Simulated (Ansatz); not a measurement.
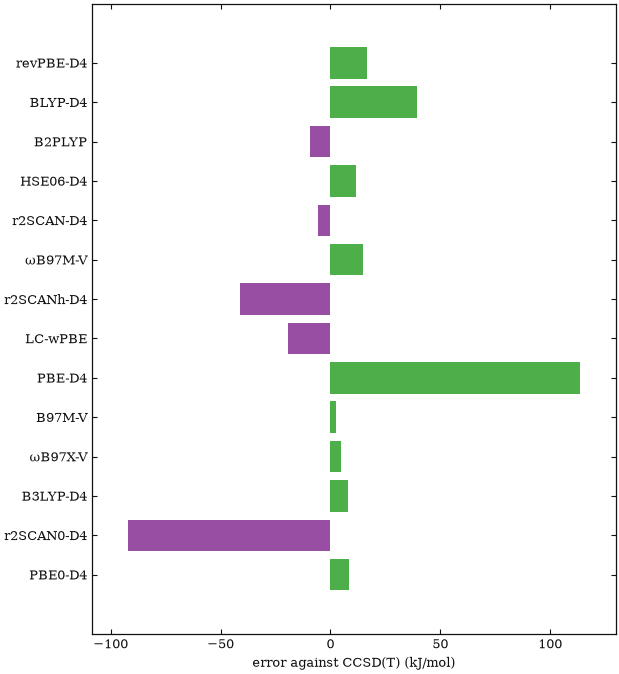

Error in the electronic atomisation energy (method less reference, so positive means overbinding) of C₃H₃NSi, SMILES C#C[SiH2]C#N: functionals in def2-TZVPP against frozen-core CCSD(T) at the limit (MP2 extrapolated from triple and quadruple zeta, plus CCSD(T) less MP2 in a smaller set), which gives 3467.0 kJ/mol, at a PBE0-D4/def2-TZVP geometry (a minimum by its frequencies), no zero-point or spin-orbit term, the Ansatz code 0.2.0. The reference leaves out core correlation, a term that grows with the number of heavy atoms. B2PLYP holds a correlation term that converges slowly with the basis, so part of the distance to the limit is basis error. No dispersion term is added to B2PLYP and LC-wPBE.

**What range do the values span?**

From −92.0 kJ/mol (r2SCAN0-D4) to 113.3 kJ/mol (PBE-D4).

**Give the values.**

```tsv
level	kJ/mol
revPBE-D4	16.6
BLYP-D4	39.3
B2PLYP	−9.4
HSE06-D4	11.6
r2SCAN-D4	−5.7
ωB97M-V	14.9
r2SCANh-D4	−40.9
LC-wPBE	−19.1
PBE-D4	113.3
B97M-V	2.5
ωB97X-V	4.7
B3LYP-D4	8.0
r2SCAN0-D4	−92.0
PBE0-D4	8.4
```
